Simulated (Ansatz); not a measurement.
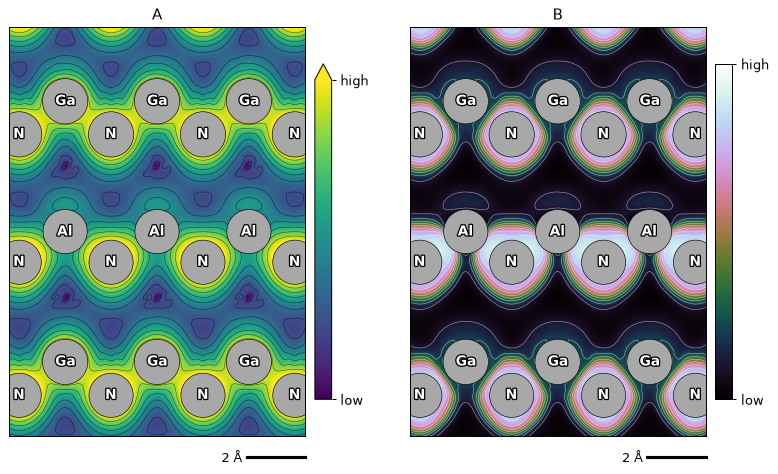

AlGa2N3: 2 fields on the (100) plane of the conventional cell, with unlabelled colour scales. Grey discs cover the atomic cores.

Space group I-4m2; started from the ordered alloy on zincblende lattice prototype, which need not be the ambient phase.

Level of theory: DFT, PBE0, plane waves, PAW (Ansatz).

**Which field does each panel show? The fields are: electron localisation function and valence pseudo-density.**

Panel A: valence pseudo-density. Panel B: electron localisation function. From the grid: Al–N (1.90 Å): ρ is about 0.69 e/Å³ halfway; the ELF peaks at about 0.90 between the atoms (a polar covalent bond). Ga–N (1.94 Å): ρ at the midpoint is about 0.75 e/Å³; the ELF peaks at about 0.85 in the valence shell of N, 0.7 Å from its nucleus, and is about 0.50 at the midpoint.
